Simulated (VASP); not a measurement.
Band structure of Cs3O (space group P6_3/mcm). Computed with PBEsol GGA, VASP's PBE PAW potentials (set 64) (plane waves; VASP).

Unless said otherwise, spin-orbit coupling is left out, though it shifts the bands of the heavy elements here.

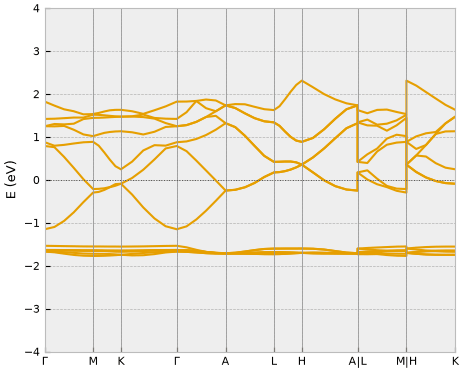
*Bands along high-symmetry lines, zero at the valence-band maximum or, without a gap, the Fermi level*

### Question
Read the plot: is there a gap, and where are the band edges?

### Answer
It has no gap at this level: it comes out as a metal or semimetal.

The structure comes from a measured Cs3O entry of the Crystallography Open Database, whose conditions weren't checked. The cell was not relaxed at this level.
